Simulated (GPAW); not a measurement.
Computed O K edges (GPAW, LDA, full core hole (charged cell), supercells with 5.7 to 7.3 Å between holes, Gaussian full width 0.9 eV up to 4 eV, rising linearly to 3.5 eV at 25 eV, without spin-orbit coupling) of these absorbers are given in random order:
A. BaTiO3 (R3m): 1 Ti at 1.87 Å and 1 Ti at 2.14 Å (linear, site symmetry m)
B. ZrPbO3 (Pm-3m): 2 Zr at 2.10 Å (linear, site symmetry 4/mmm)
C. SnO2 (Cassiterite, P4_2/mnm): 3 Sn at 2.05 Å (distorted trigonal planar, site symmetry m2m)

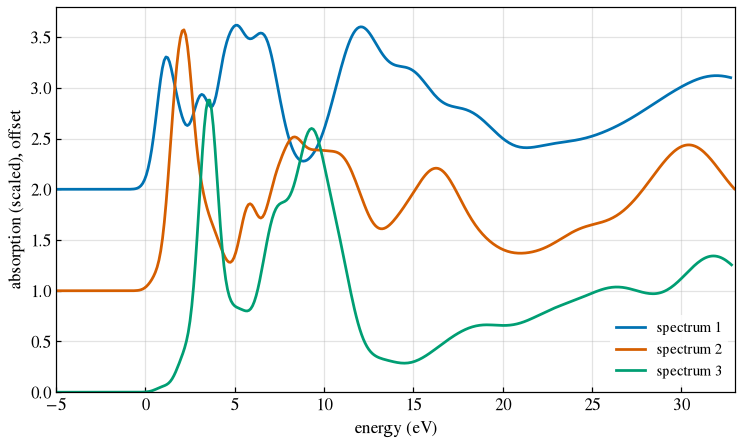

Energy from 524.5 eV of photon energy (total-energy differences plus the lowest empty eigenvalue of the charged cell, less 8.8 eV, the free-atom term for the hole's spin); mean of 1 over the first 20 eV. In the free atom LDA prices this hole about 4 eV below PBE, which is itself good to a few eV.

Which spectrum belongs to which crystal?

Spectrum 1 is A (rising edge 525.1 eV, maxima 0.9 eV (1.30), 4.8 eV (1.62) and 11.8 eV (1.60) above its zero). Spectrum 2 is B (rising edge 525.6 eV, maxima 1.6 eV (2.57) and 7.8 eV (1.52) above its zero). Spectrum 3 is C (rising edge 527.0 eV, maxima 3.6 eV (2.88) and 9.3 eV (2.60) above its zero). After the best relative shift (up to 4 eV allowed) the most alike pair, SnO2 (Cassiterite, P4_2/mnm) and ZrPbO3 (Pm-3m), differs by 46 % r.m.s., the least alike, SnO2 (Cassiterite, P4_2/mnm) and BaTiO3 (R3m), by 59 %. Between 0 and 20 eV on the axis shown, these two part most near 9.2 eV, where SnO2 (Cassiterite, P4_2/mnm) is higher by 2.3. The rising edges span 1.9 eV, lowest for BaTiO3 (R3m).

 Lifetime broadening is put in by hand, and intensities beyond about 20 eV depend on it. Meshes are coarse enough for small ripples in BaTiO3 (R3m), ZrPbO3 (Pm-3m) and SnO2 (Cassiterite, P4_2/mnm). Some cells keep the holes under 6.5 Å apart, so shapes are probably not fully converged. The structures are entries of the Crystallography Open Database and the Materials Project (computed), used as given.

[Hosts, paths, dates, database ids (printed as entryN), source tags and the programs' standing remarks are cut or masked in the printed files.]
